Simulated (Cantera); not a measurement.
Input: 1 mol SiC, 0.65 mol O2, 64 mol N2, at 0.00530 bar.

These are equilibrium values from Cantera (NASA tables, ideal gas, pure condensed phases), not measurements of a reactor. Candidate condensed phases: C, Si, SiC, SiO2, Si2N2O, Si3N4; 34 gas species. N2 is the only nitrogen source here; it is nearly inert below about 1500 K, so the nitride shown seldom forms there in practice. Mutual solubility and eutectic melting of coexisting phases are not modelled. The tables' values for SiN are old estimates; treat these amounts as uncertain. Equilibrium is a limit: real reactors are often held back by kinetics, nucleation or transport.

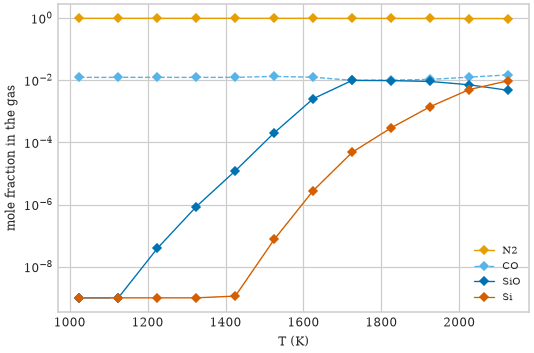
Figure: Equilibrium gas composition (values under 1e-9 drawn at 1e-9)

Question: Read off the mole fractions at 2125 K.

Answer: N2 about 0.97, CO about 0.015, Si about 0.0097, SiO about 0.0048.
